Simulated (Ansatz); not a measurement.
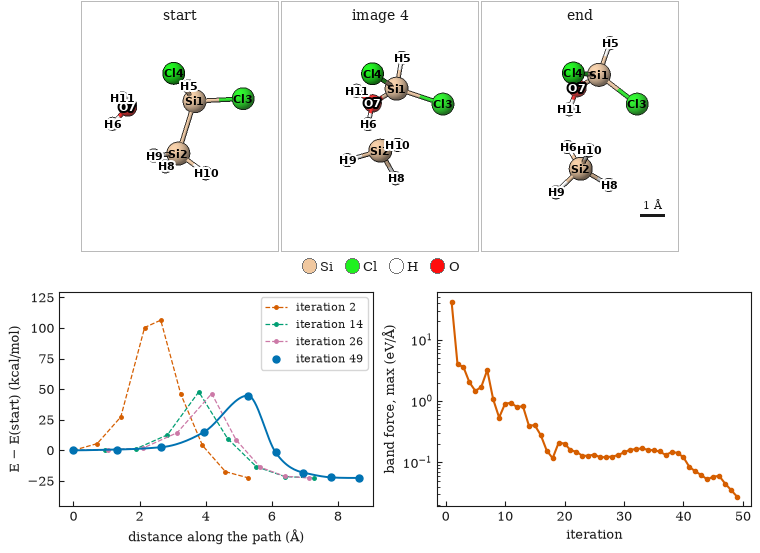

NEB run on Si₂H₆OCl₂, made up of Si$_{2}$H$_{4}$Cl$_{2}$ and H2O. Images are numbered from 0 (start) to 8 (end). The plot follows the band through its iterations. A ball-and-stick model, seen face on.

Level of theory: RKS B3LYP-D4/def2-SVP (Ansatz 0.2.0). Set-up: 7 movable images; climbing image; force threshold 0.03 eV/Å; iteration limit 60; starting path by straight interpolation.

### Did the band converge, and can the barrier be trusted?

The run is converged, with reservations. The band converged in 49 iterations. The largest component of the band force went from 42 to 0.027 eV/Å. The climbing image converged on the top of the path. Its curvatures weren't checked. The straight starting path can push atoms close together and costs iterations. The first iteration put the highest image at 314.6 kcal/mol. Forward barrier 44.8 kcal/mol, backward barrier 67.3 kcal/mol, with image 4 at the top; the reaction energy is −22.6 kcal/mol.

Limits of the set-up: the start holds two separate molecules, 2.7 Å apart at their closest, whose relative position is a soft coordinate.
